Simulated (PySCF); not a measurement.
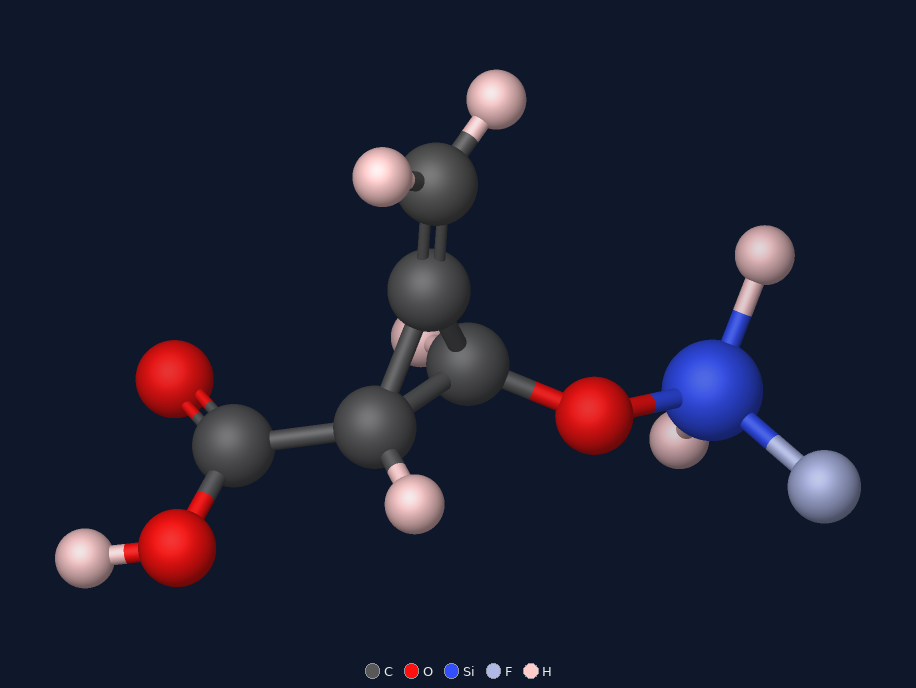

The computed structure is the end point of a GFN2-xTB optimisation. No frequency run is at hand to confirm it as a minimum. Level of theory: PBE0/pcSseg-1, gas phase (PySCF 2.14.0).

Computed properties:

The species is C5H7FO3Si (`C=C1[C@@H](C(=O)O)[C@@H]1O[SiH2]F`).
- dipole moment: 1.31 D
- HOMO energy (Kohn–Sham orbital): −7.96 eV
- LUMO energy (Kohn–Sham orbital): −0.64 eV
- HOMO–LUMO gap: 7.32 eV

The geometry is semi-empirical. Around Si such bond lengths and angles can be off by a tenth of an ångström or more and by several degrees, and values that hang on the shape move with them.
